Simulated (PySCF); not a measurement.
# C2H6O3Si: NMR shifts at several levels of theory, part 1 of 2

Aim: compute the NMR shifts of C2H6O3Si (`O=CCO[SiH2]O`) at several levels, and see how far they spread and what each costs.

Programs: PySCF 2.14.0, with density-fitted response routines of our own. Each step states its level of theory. These are calculated values for one molecule in the gas phase, unless marked as measured. Atoms count from 0, in the outputs and in this text.

## 1. The starting structure

12 atoms, charge 0, multiplicity 1; geometry from: PBE0-D3(BJ)/def2-SVP.

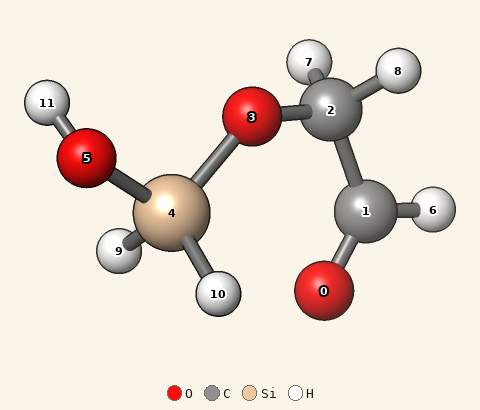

The starting geometry (oxygen red, carbon grey, silicon light orange, hydrogen white), atoms numbered; sticks join atoms by distance.

## 2. Shielding tensors: PBE0/6-31G*

What the job is given:

```
{"job": {"kind": "nmr", "xc": "PBE0", "basis": "6-31G*", "pop": true}, "charge": 0, "multiplicity": 1}
O     -1.129687     1.518808    -0.335558
C     -1.769704     0.508829    -0.201187
C     -1.132324    -0.803060     0.149614
O      0.216090    -0.719290     0.391150
Si     1.347307     0.481363     0.058706
O      2.801940    -0.232221     0.419737
H     -2.879086     0.496423    -0.341334
H     -1.369555    -1.502823    -0.681805
H     -1.669890    -1.209095     1.030858
H      1.304571     0.834416    -1.389881
H      1.289205     1.637694     0.980611
H      3.030704    -1.015251    -0.088621
```

With the program's defaults for keys left out, this is: GIAO PBE0/6-31G* NMR shielding, non-relativistic, gas phase.

Command:

```sh
OMP_NUM_THREADS=1 python probes_run.py task.json out
```

This one command runs all jobs of the session in turn.

Standard output:

```text
coarse grid: 10776 points
cycle   1  E = -594.3721118414  dE =  8.812e-01  |g| = 1.112e+00  |ddm| = 3.209e+00
cycle   2  E = -593.8016639359  dE =  5.704e-01  |g| = 2.032e+00  |ddm| = 2.581e+00
cycle   3  E = -594.6017718072  dE = -8.001e-01  |g| = 2.453e-01  |ddm| = 1.877e+00
cycle   4  E = -594.6118541531  dE = -1.008e-02  |g| = 1.061e-01  |ddm| = 2.509e-01
cycle   5  E = -594.6139515199  dE = -2.097e-03  |g| = 1.334e-02  |ddm| = 8.816e-02
cycle   6  E = -594.6139920633  dE = -4.054e-05  |g| = 4.329e-03  |ddm| = 1.553e-02
cycle   7  E = -594.6139959586  dE = -3.895e-06  |g| = 1.089e-03  |ddm| = 4.284e-03
final grid: 100200 points
cycle   8  E = -594.5523629554  dE = -1.509e-06  |g| = 1.134e-02  |ddm| = 1.525e-02
cycle   9  E = -594.5523014275  dE =  6.153e-05  |g| = 2.120e-02  |ddm| = 2.220e-02
cycle  10  E = -594.5523871200  dE = -8.569e-05  |g| = 1.953e-03  |ddm| = 1.544e-02
cycle  11  E = -594.5523878693  dE = -7.493e-07  |g| = 2.090e-04  |ddm| = 1.533e-03
cycle  12  E = -594.5523878771  dE = -7.877e-09  |g| = 8.773e-05  |ddm| = 2.739e-04
cycle  13  E = -594.5523878788  dE = -1.708e-09  |g| = 1.886e-05  |ddm| = 1.002e-04
cycle  14  E = -594.5523878789  dE = -7.230e-11  |g| = 8.084e-06  |ddm| = 2.303e-05
converged SCF energy = -594.5523878789

GIAO shielding tensors (ppm)
atom      isotropic    diamagn.    paramagn.     s11        s22        s33       span
  0 O     -245.904     397.502    -643.406   -762.964   -366.037    391.288   1154.252
  1 C        2.846     250.895    -248.050    -91.306     -9.167    109.011    200.316
  2 C      122.597     245.526    -122.929     95.597    106.678    165.517     69.920
  3 O      313.018     393.666     -80.648    283.919    310.378    344.757     60.839
  4 Si     428.453     879.374    -450.921    415.250    429.911    440.197     24.947
  5 O      275.054     389.045    -113.991    233.866    282.652    308.644     74.778
  6 H       22.438      26.114      -3.676     20.504     22.223     24.588      4.084
  7 H       27.438      28.763      -1.326     23.578     25.860     32.875      9.297
  8 H       27.353      28.462      -1.109     23.364     25.779     32.917      9.553
  9 H       26.603      30.440      -3.837     22.784     25.450     31.575      8.791
 10 H       26.543      29.795      -3.252     22.699     25.057     31.872      9.173
 11 H       30.728      28.763       1.965     23.626     26.989     41.570     17.944
```

Wall time 8 s (1 thread of Arm Neoverse V1, shared host); peak memory 0.56 GiB.

The references, computed at this level on geometries of the same kind, shield at (ppm): 1H TMS 31.96, 13C TMS 194.1, 29Si TMS 418.1, 17O H2O 324.2. Their shielding less the atom's gives the shift. The references are single molecules in the gas phase, so shifts against H2O, NH3, PH3, H3PO4 or CFCl3 are not on the usual liquid scales and can be off by tens of ppm. Atoms listed in one row are averaged.

```tsv
atoms	environment	σ (ppm)	δ (ppm)
C1	aldehyde carbonyl carbon	2.8	191.3
C2	sp3 CH2 bonded to O, α to a carbonyl	122.6	71.5
H6	hydrogen on an aldehyde carbonyl carbon	22.44	9.52
H9, H10	hydrogen on a silicon bonded to 2 O	26.57	5.39
H7, H8	hydrogen on an sp3 CH2 bonded to O, α to a carbonyl	27.40	4.57
H11	hydrogen on an oxygen bonded to Si	30.73	1.23
O0	aldehyde oxygen	-245.9	570.1
O5	oxygen bonded to Si, H	275.1	49.1
O3	oxygen bonded to C, Si	313.0	11.2
Si4	silicon bonded to 2 O, 2 H	428.5	-10.4
```

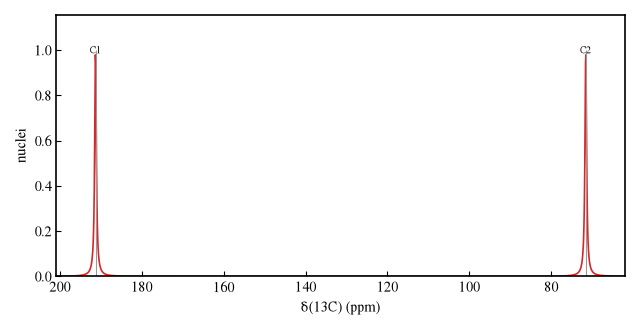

13C lines at the computed shifts, without couplings. Lines are broadened to a width of 0.48 ppm (Lorentzian).

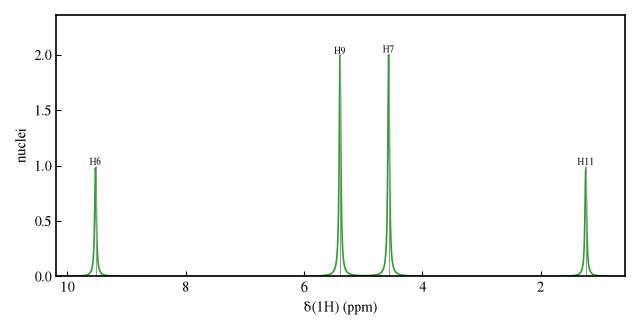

1H lines at the computed shifts, without couplings. Lines are broadened to a width of 0.03 ppm (Lorentzian).

Charges from the same density, by scheme (e):

```tsv
atoms	Mulliken	IAO	Hirshfeld	ESP fit
O0	-0.36	-0.36	-0.18	-0.43
C1	0.21	0.25	0.15	0.48
C2	-0.12	-0.08	0.02	-0.04
O3	-0.58	-0.63	-0.24	-0.37
Si4	0.83	1.15	0.39	0.65
O5	-0.74	-0.78	-0.31	-0.69
```

Hirshfeld charges:

```tsv
atom	value (e)
O0	-0.18
C1	0.15
C2	0.02
O3	-0.24
Si4	0.39
O5	-0.31
H6	0.05
H7	0.05
H8	0.05
H9	-0.09
H10	-0.07
H11	0.18
```

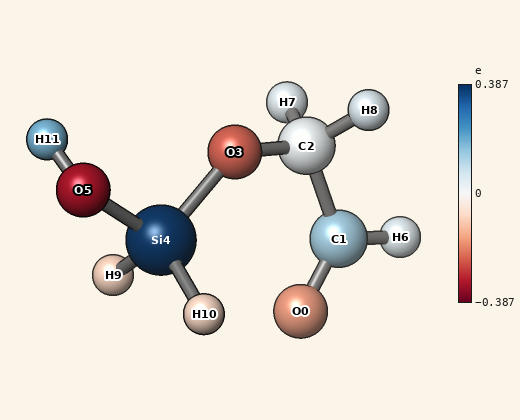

Hirshfeld charges, as colours on the atoms.

Mayer bond orders: O0–C1 1.93, C1–C2 0.93, C2–O3 0.97, O3–Si4 0.89, Si4–O5 1.05.

## 3. Nuclear shieldings: PBE0/6-311+G(2d,p)

Same as in step 2 but for these lines:

```diff
@@ -1,2 +1,2 @@
-{"job": {"kind": "nmr", "xc": "PBE0", "basis": "6-31G*", "pop": true}, "charge": 0, "multiplicity": 1}
+{"job": {"kind": "nmr", "xc": "PBE0", "basis": "6-311+G(2d,p)", "pop": true}, "charge": 0, "multiplicity": 1}
 O     -1.129687     1.518808    -0.335558
```

Method: GIAO PBE0/6-311+G(2d,p) NMR shielding, non-relativistic, gas phase.

Standard output:

```text
coarse grid: 10776 points
cycle   1  E = -594.4412218672  dE =  8.653e-01  |g| = 1.159e+00  |ddm| = 2.885e+00
cycle   2  E = -593.7852416646  dE =  6.560e-01  |g| = 2.186e+00  |ddm| = 2.172e+00
cycle   3  E = -594.6739873150  dE = -8.887e-01  |g| = 2.410e-01  |ddm| = 1.567e+00
cycle   4  E = -594.6818213461  dE = -7.834e-03  |g| = 1.328e-01  |ddm| = 1.973e-01
cycle   5  E = -594.6849005112  dE = -3.079e-03  |g| = 1.594e-02  |ddm| = 8.729e-02
cycle   6  E = -594.6849475953  dE = -4.708e-05  |g| = 4.591e-03  |ddm| = 1.397e-02
cycle   7  E = -594.6849518313  dE = -4.236e-06  |g| = 1.178e-03  |ddm| = 3.739e-03
final grid: 100200 points
cycle   8  E = -594.6986375963  dE = -3.087e-05  |g| = 1.367e-02  |ddm| = 3.347e-02
cycle   9  E = -594.6985576899  dE =  7.991e-05  |g| = 2.496e-02  |ddm| = 1.896e-02
cycle  10  E = -594.6986673425  dE = -1.097e-04  |g| = 2.522e-03  |ddm| = 1.356e-02
cycle  11  E = -594.6986684573  dE = -1.115e-06  |g| = 5.748e-04  |ddm| = 1.638e-03
cycle  12  E = -594.6986685081  dE = -5.080e-08  |g| = 1.745e-04  |ddm| = 4.186e-04
cycle  13  E = -594.6986685149  dE = -6.815e-09  |g| = 2.773e-05  |ddm| = 1.467e-04
cycle  14  E = -594.6986685151  dE = -1.367e-10  |g| = 1.209e-05  |ddm| = 2.507e-05
converged SCF energy = -594.6986685151

GIAO shielding tensors (ppm)
atom      isotropic    diamagn.    paramagn.     s11        s22        s33       span
  0 O     -291.560     392.881    -684.441   -830.662   -413.789    369.770   1200.432
  1 C      -19.008     251.869    -270.877   -122.466    -29.226     94.667    217.134
  2 C      110.389     243.577    -133.188     78.986     94.377    157.803     78.818
  3 O      297.624     396.120     -98.496    268.260    295.214    329.398     61.138
  4 Si     376.557     874.516    -497.959    363.974    377.744    387.952     23.978
  5 O      265.988     385.138    -119.150    217.394    282.165    298.404     81.009
  6 H       21.618      27.158      -5.540     19.867     21.420     23.568      3.702
  7 H       26.701      29.473      -2.772     22.766     25.276     32.060      9.294
  8 H       26.642      29.325      -2.683     22.624     25.133     32.169      9.544
  9 H       25.918      28.978      -3.059     22.501     25.069     30.185      7.684
 10 H       26.028      28.527      -2.499     22.308     24.913     30.864      8.555
 11 H       30.621      31.406      -0.786     23.742     26.613     41.507     17.765
```

Run time: 20 s. Hardware: 1 thread of Arm Neoverse V1, shared host; peak memory 0.95 GiB.

Key values: δ C1 205.4, C2 76.1, O0 618.1, O5 60.6, H6 9.89, H9 5.54 ppm (means over like atoms).

## 4. Nuclear shieldings: PBE0/def2-SVP

Same as in step 3 but for these lines:

```diff
@@ -1,2 +1,2 @@
-{"job": {"kind": "nmr", "xc": "PBE0", "basis": "6-311+G(2d,p)", "pop": true}, "charge": 0, "multiplicity": 1}
+{"job": {"kind": "nmr", "xc": "PBE0", "basis": "def2-SVP", "pop": true}, "charge": 0, "multiplicity": 1}
 O     -1.129687     1.518808    -0.335558
```

Level: GIAO PBE0/def2-SVP NMR shielding, non-relativistic, gas phase.

Standard output:

```text
coarse grid: 10776 points
cycle   1  E = -593.9301528166  dE =  8.368e-01  |g| = 1.110e+00  |ddm| = 3.482e+00
cycle   2  E = -593.3611767694  dE =  5.690e-01  |g| = 2.028e+00  |ddm| = 2.830e+00
cycle   3  E = -594.1568070899  dE = -7.956e-01  |g| = 2.470e-01  |ddm| = 2.100e+00
cycle   4  E = -594.1669542621  dE = -1.015e-02  |g| = 1.069e-01  |ddm| = 2.745e-01
cycle   5  E = -594.1690909530  dE = -2.137e-03  |g| = 1.195e-02  |ddm| = 9.720e-02
cycle   6  E = -594.1691221886  dE = -3.124e-05  |g| = 4.329e-03  |ddm| = 1.457e-02
cycle   7  E = -594.1691260141  dE = -3.825e-06  |g| = 1.159e-03  |ddm| = 4.785e-03
final grid: 100200 points
cycle   8  E = -594.2628307293  dE = -3.146e-06  |g| = 1.221e-02  |ddm| = 1.930e-02
cycle   9  E = -594.2627614391  dE =  6.929e-05  |g| = 2.261e-02  |ddm| = 2.566e-02
cycle  10  E = -594.2628580908  dE = -9.665e-05  |g| = 2.144e-03  |ddm| = 1.803e-02
cycle  11  E = -594.2628589814  dE = -8.906e-07  |g| = 2.081e-04  |ddm| = 1.845e-03
cycle  12  E = -594.2628589895  dE = -8.116e-09  |g| = 9.233e-05  |ddm| = 3.139e-04
cycle  13  E = -594.2628589914  dE = -1.900e-09  |g| = 2.059e-05  |ddm| = 1.070e-04
cycle  14  E = -594.2628589915  dE = -8.595e-11  |g| = 8.592e-06  |ddm| = 2.484e-05
converged SCF energy = -594.2628589915

GIAO shielding tensors (ppm)
atom      isotropic    diamagn.    paramagn.     s11        s22        s33       span
  0 O     -266.562     399.768    -666.330   -813.009   -382.345    395.667   1208.675
  1 C       -3.077     254.797    -257.874   -100.423    -17.746    108.938    209.361
  2 C      122.849     247.928    -125.079     93.953    106.896    167.698     73.744
  3 O      316.526     398.020     -81.494    285.485    316.307    347.785     62.300
  4 Si     446.428     880.196    -433.767    433.368    451.525    454.392     21.024
  5 O      284.683     383.768     -99.085    243.892    291.268    318.891     74.999
  6 H       22.158      27.420      -5.262     20.567     21.810     24.097      3.530
  7 H       26.937      29.893      -2.956     23.018     25.510     32.282      9.264
  8 H       26.805      29.153      -2.348     22.774     25.319     32.322      9.548
  9 H       26.244      31.190      -4.947     22.639     25.129     30.963      8.323
 10 H       26.274      30.153      -3.878     22.425     24.852     31.545      9.121
 11 H       30.194      31.101      -0.907     22.825     26.058     41.700     18.875
```

It took 8.8 s on 1 thread of Arm Neoverse V1, shared host; peak memory 0.62 GiB.

Key values: δ C1 196.8, C2 70.9, O0 609.6, O5 58.4, H6 9.18, H9 5.08 ppm (means over like atoms).

## 5. Shielding tensors: PBE0/def2-TZVP

Same as in step 4 but for these lines:

```diff
@@ -1,2 +1,2 @@
-{"job": {"kind": "nmr", "xc": "PBE0", "basis": "def2-SVP", "pop": true}, "charge": 0, "multiplicity": 1}
+{"job": {"kind": "nmr", "xc": "PBE0", "basis": "def2-TZVP", "pop": true}, "charge": 0, "multiplicity": 1}
 O     -1.129687     1.518808    -0.335558
```

Level: GIAO PBE0/def2-TZVP NMR shielding, non-relativistic, gas phase.

Standard output:

```text
coarse grid: 10776 points
cycle   1  E = -594.4914072590  dE =  8.561e-01  |g| = 1.164e+00  |ddm| = 2.610e+00
cycle   2  E = -593.8484879517  dE =  6.429e-01  |g| = 2.180e+00  |ddm| = 2.739e+00
cycle   3  E = -594.7246216177  dE = -8.761e-01  |g| = 2.474e-01  |ddm| = 2.210e+00
cycle   4  E = -594.7332180211  dE = -8.596e-03  |g| = 1.302e-01  |ddm| = 2.164e-01
cycle   5  E = -594.7361398828  dE = -2.922e-03  |g| = 1.569e-02  |ddm| = 9.598e-02
cycle   6  E = -594.7361874695  dE = -4.759e-05  |g| = 4.929e-03  |ddm| = 1.416e-02
cycle   7  E = -594.7361922482  dE = -4.779e-06  |g| = 1.304e-03  |ddm| = 5.417e-03
final grid: 100200 points
cycle   8  E = -594.7316287674  dE = -2.852e-05  |g| = 1.282e-02  |ddm| = 3.389e-02
cycle   9  E = -594.7315563251  dE =  7.244e-05  |g| = 2.378e-02  |ddm| = 1.873e-02
cycle  10  E = -594.7316557383  dE = -9.941e-05  |g| = 2.298e-03  |ddm| = 1.436e-02
cycle  11  E = -594.7316566742  dE = -9.359e-07  |g| = 4.214e-04  |ddm| = 1.779e-03
cycle  12  E = -594.7316567004  dE = -2.618e-08  |g| = 1.515e-04  |ddm| = 3.376e-04
cycle  13  E = -594.7316567054  dE = -5.024e-09  |g| = 2.774e-05  |ddm| = 1.332e-04
cycle  14  E = -594.7316567055  dE = -1.401e-10  |g| = 1.147e-05  |ddm| = 2.552e-05
converged SCF energy = -594.7316567055

GIAO shielding tensors (ppm)
atom      isotropic    diamagn.    paramagn.     s11        s22        s33       span
  0 O     -297.342     399.967    -697.309   -841.954   -424.549    374.477   1216.431
  1 C      -20.627     251.574    -272.201   -125.628    -30.989     94.735    220.363
  2 C      109.456     245.445    -135.989     77.876     93.015    157.475     79.599
  3 O      298.631     387.634     -89.003    269.161    298.218    328.513     59.352
  4 Si     366.665     876.890    -510.225    354.315    368.621    377.059     22.744
  5 O      266.369     382.910    -116.541    217.139    285.945    296.023     78.884
  6 H       21.600      27.543      -5.943     19.752     21.434     23.614      3.862
  7 H       26.744      29.591      -2.847     22.866     25.294     32.073      9.207
  8 H       26.659      29.178      -2.519     22.679     25.128     32.170      9.491
  9 H       25.944      30.433      -4.488     22.631     25.099     30.103      7.472
 10 H       26.010      29.415      -3.405     22.398     24.913     30.719      8.321
 11 H       30.414      30.213       0.201     23.499     26.370     41.373     17.874
```

Run time: 24 s. Hardware: 1 thread of Arm Neoverse V1, shared host; peak memory 1 GiB.

In short: δ C1 207.3, C2 77.2, O0 629.9, O5 66.2, H6 9.88, H9 5.50 ppm (means over like atoms).

## 6. NMR shieldings: PBE0/cc-pVDZ

Same as in step 5 but for these lines:

```diff
@@ -1,2 +1,2 @@
-{"job": {"kind": "nmr", "xc": "PBE0", "basis": "def2-TZVP", "pop": true}, "charge": 0, "multiplicity": 1}
+{"job": {"kind": "nmr", "xc": "PBE0", "basis": "cc-pVDZ", "pop": true}, "charge": 0, "multiplicity": 1}
 O     -1.129687     1.518808    -0.335558
```

With the program's defaults for keys left out, this is: GIAO PBE0/cc-pVDZ NMR shielding, non-relativistic, gas phase.

Standard output:

```text
coarse grid: 10776 points
cycle   1  E = -594.3450612812  dE =  9.200e-01  |g| = 1.118e+00  |ddm| = 6.231e+00
cycle   2  E = -593.7630251540  dE =  5.820e-01  |g| = 2.050e+00  |ddm| = 3.715e+00
cycle   3  E = -594.5741176469  dE = -8.111e-01  |g| = 2.455e-01  |ddm| = 2.465e+00
cycle   4  E = -594.5840438129  dE = -9.926e-03  |g| = 1.092e-01  |ddm| = 4.012e-01
cycle   5  E = -594.5862618217  dE = -2.218e-03  |g| = 1.329e-02  |ddm| = 1.375e-01
cycle   6  E = -594.5863016779  dE = -3.986e-05  |g| = 4.570e-03  |ddm| = 2.895e-02
cycle   7  E = -594.5863059670  dE = -4.289e-06  |g| = 1.176e-03  |ddm| = 7.359e-03
final grid: 100200 points
cycle   8  E = -594.5926833194  dE = -2.675e-06  |g| = 1.123e-02  |ddm| = 3.952e-02
cycle   9  E = -594.5926239553  dE =  5.936e-05  |g| = 2.089e-02  |ddm| = 3.592e-02
cycle  10  E = -594.5927068254  dE = -8.287e-05  |g| = 1.988e-03  |ddm| = 2.364e-02
cycle  11  E = -594.5927076075  dE = -7.820e-07  |g| = 2.456e-04  |ddm| = 2.650e-03
cycle  12  E = -594.5927076188  dE = -1.129e-08  |g| = 9.143e-05  |ddm| = 5.192e-04
cycle  13  E = -594.5927076206  dE = -1.799e-09  |g| = 2.155e-05  |ddm| = 1.598e-04
cycle  14  E = -594.5927076207  dE = -9.618e-11  |g| = 8.299e-06  |ddm| = 4.884e-05
converged SCF energy = -594.5927076207

GIAO shielding tensors (ppm)
atom      isotropic    diamagn.    paramagn.     s11        s22        s33       span
  0 O     -263.710     401.540    -665.250   -798.258   -378.770    385.899   1184.157
  1 C       -0.341     254.793    -255.135    -99.336    -13.320    111.632    210.967
  2 C      124.220     248.538    -124.318     96.086    107.224    169.349     73.263
  3 O      314.682     393.339     -78.657    284.373    314.654    345.019     60.647
  4 Si     447.048     882.373    -435.325    431.645    452.827    456.672     25.027
  5 O      286.256     382.817     -96.561    245.430    291.273    322.066     76.636
  6 H       21.854      27.584      -5.730     20.049     21.690     23.822      3.773
  7 H       26.735      30.013      -3.277     22.732     25.298     32.176      9.445
  8 H       26.633      29.275      -2.642     22.534     25.116     32.248      9.714
  9 H       26.209      31.522      -5.313     22.513     24.998     31.115      8.602
 10 H       26.228      30.465      -4.236     22.330     24.683     31.671      9.341
 11 H       30.376      31.331      -0.956     23.117     26.216     41.794     18.677
```

Wall time 9.7 s (1 thread of Arm Neoverse V1, shared host); peak memory 0.65 GiB.

This run: δ C1 197.1, C2 72.5, O0 607.0, O5 57.1, H6 9.44, H9 5.07 ppm (means over like atoms).

## 7. Nuclear shieldings: PBE0/cc-pVTZ

Same as in step 6 but for these lines:

```diff
@@ -1,2 +1,2 @@
-{"job": {"kind": "nmr", "xc": "PBE0", "basis": "cc-pVDZ", "pop": true}, "charge": 0, "multiplicity": 1}
+{"job": {"kind": "nmr", "xc": "PBE0", "basis": "cc-pVTZ", "pop": true}, "charge": 0, "multiplicity": 1}
 O     -1.129687     1.518808    -0.335558
```

Method: GIAO PBE0/cc-pVTZ NMR shielding, non-relativistic, gas phase.

Standard output:

```text
coarse grid: 10776 points
cycle   1  E = -594.4849843804  dE =  8.614e-01  |g| = 1.165e+00  |ddm| = 6.527e+00
cycle   2  E = -593.8569973473  dE =  6.280e-01  |g| = 2.169e+00  |ddm| = 3.740e+00
cycle   3  E = -594.7173117170  dE = -8.603e-01  |g| = 2.502e-01  |ddm| = 2.614e+00
cycle   4  E = -594.7263224819  dE = -9.011e-03  |g| = 1.261e-01  |ddm| = 3.936e-01
cycle   5  E = -594.7290303659  dE = -2.708e-03  |g| = 1.578e-02  |ddm| = 1.468e-01
cycle   6  E = -594.7290791490  dE = -4.878e-05  |g| = 5.122e-03  |ddm| = 2.832e-02
cycle   7  E = -594.7290842083  dE = -5.059e-06  |g| = 1.361e-03  |ddm| = 8.071e-03
final grid: 100200 points
cycle   8  E = -594.7179697660  dE = -3.468e-05  |g| = 1.376e-02  |ddm| = 6.608e-02
cycle   9  E = -594.7178881288  dE =  8.164e-05  |g| = 2.543e-02  |ddm| = 3.995e-02
cycle  10  E = -594.7180004590  dE = -1.123e-04  |g| = 2.445e-03  |ddm| = 2.726e-02
cycle  11  E = -594.7180015100  dE = -1.051e-06  |g| = 4.207e-04  |ddm| = 3.047e-03
cycle  12  E = -594.7180015364  dE = -2.637e-08  |g| = 1.555e-04  |ddm| = 6.687e-04
cycle  13  E = -594.7180015417  dE = -5.282e-09  |g| = 3.045e-05  |ddm| = 2.719e-04
cycle  14  E = -594.7180015419  dE = -1.678e-10  |g| = 1.284e-05  |ddm| = 5.130e-05
converged SCF energy = -594.7180015419

GIAO shielding tensors (ppm)
atom      isotropic    diamagn.    paramagn.     s11        s22        s33       span
  0 O     -292.393     405.067    -697.461   -834.801   -418.476    376.097   1210.898
  1 C      -17.861     248.998    -266.859   -122.346    -27.003     95.765    218.111
  2 C      110.925     242.317    -131.392     80.055     94.647    158.074     78.019
  3 O      302.559     388.024     -85.465    271.102    301.869    334.707     63.606
  4 Si     385.951     884.782    -498.831    369.947    391.754    396.153     26.206
  5 O      272.709     373.568    -100.859    225.780    288.126    304.220     78.441
  6 H       21.466      27.640      -6.174     19.675     21.222     23.500      3.825
  7 H       26.563      29.929      -3.366     22.642     25.083     31.966      9.324
  8 H       26.481      29.375      -2.894     22.454     24.941     32.048      9.594
  9 H       25.889      31.030      -5.141     22.387     25.013     30.265      7.878
 10 H       25.980      29.664      -3.683     22.267     24.838     30.835      8.568
 11 H       30.050      31.378      -1.328     22.790     25.767     41.594     18.804
```

It took 31 s on 1 thread of Arm Neoverse V1, shared host; peak memory 1 GiB.

This run: δ C1 205.2, C2 76.4, O0 627.2, O5 62.1, H6 9.83, H9 5.36 ppm (means over like atoms).

(Continued in part 2 of 2.)
